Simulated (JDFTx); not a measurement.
System: Cu(111) (Fm-3m bulk; lattice of mp-30, not re-optimised at this level), 1x1 cell of 6 atoms in 6 planes, area 5.54 Å² a face, 10.4 Å between the outermost planes in a cell 26.3 Å high; k mesh 10×10×1, Fermi width 0.01 Ha, no spin polarisation.

Computed with JDFTx (a modified build): PBE, GBRV ultrasoft potentials, plane waves to 20/100 Ha. Liquid on both sides: CANDLE, water, 1 M NaCl; nuclei fixed, outer atoms relaxed in vacuum. The electron chemical potential μ is absolute (zero in the bulk liquid) and is turned into a potential by U = −μ/e − 4.44 V vs SHE, a convention. Both faces are the same ideal termination; reconstructions, overlayers and chemisorbed solvent are outside this model. At negative charge CANDLE's numbers also depend on the cell height, by up to tenths of a volt. Convergence in thickness and k mesh wasn't tested for this slab.

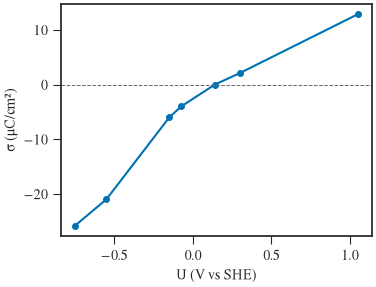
*Surface charge density of Cu(111) against potential*

### Question
Read off the potential of zero charge and the mean capacitance σ/(U − U_pzc) at the computed point just above it.

### Answer
U_pzc ≈ 0.1 V. At 0.30 V it is about 13 μF/cm².
